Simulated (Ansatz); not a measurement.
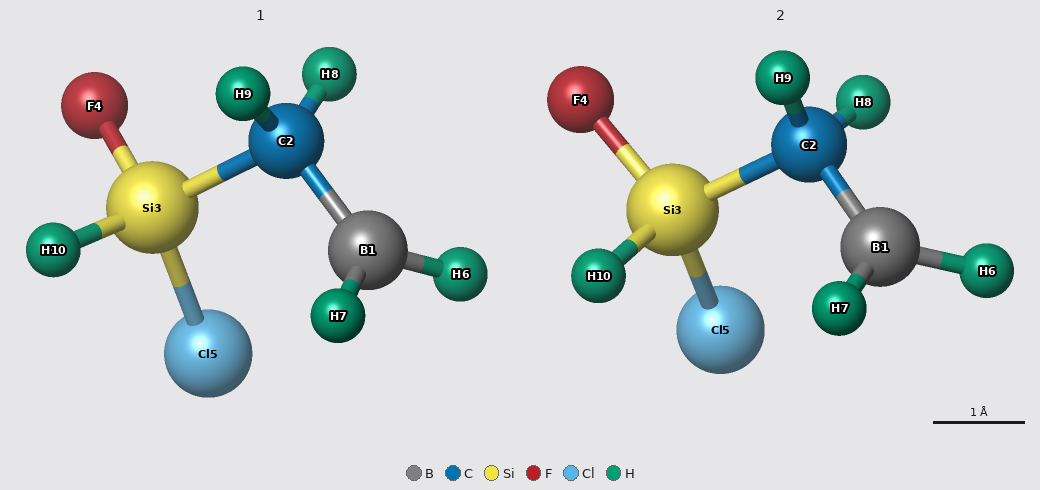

Two geometries of CH$_{5}$BClFSi (coarse preliminary run), drawn at one scale. One is the start of a relaxation, the other its converged end. Style: ball-and-stick. Shown at a tilt.

The calculation used Ansatz, RKS PBE-D4/def2-SVP. Set-up: force threshold 0.03 eV/Å; at most 200 steps.

### Which of the two is the end point?

Structure 1 is the relaxed one. The start comes from a force field. After 15 accepted moves (16 points after the start) the energy has fallen by 0.251 eV. Largest force component: 1.6 eV/Å at the start, 0.021 eV/Å at the end. The line search rejected the trial step at point 11 of the run. The forces were under the threshold at step 12, but the run went on from there. Cl5 moves most after the best rigid fit: 0.51 Å. Largest moves by element: Cl 0.51 Å, F 0.50 Å, H 0.43 Å, B 0.20 Å, C 0.16 Å, Si 0.08 Å. Among the contacts that change: Si3–F4 1.687 → 1.635 Å, C2–H8 1.068 → 1.109 Å, B1–H6 1.253 → 1.215 Å, B1–H7 1.182 → 1.219 Å. Bond angles that change, for instance: Si3–C2–H9 111.3° → 102.7°, B1–C2–H9 105.3° → 113.6°, C2–Si3–H10 107.8° → 113.6°. Groups turn about C2–Si3 by about 30°. The run took 24 s on 4 threads of Arm Neoverse V1, with other jobs on the host.
